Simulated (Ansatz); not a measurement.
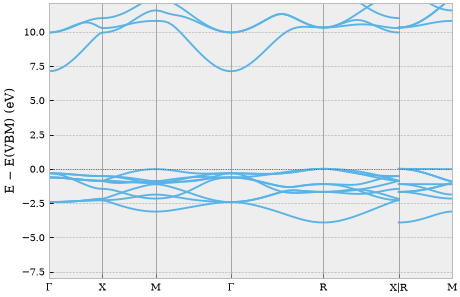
Figure. Band structure from the program Ansatz at the PBEsol level (PAW)

Q: Read off the gap and where the band edges lie.

A: About 7.1 eV (7.12 eV by a search for the band edges); maximum at R, minimum at Γ.

The material is KMgF3 (cubic perovskite, Pm-3m).

The cell was relaxed with PBEsol under the symmetry of its start; of distortions, only those at the zone centre were tested.

Potentials: the later of the program's two PAW sets.
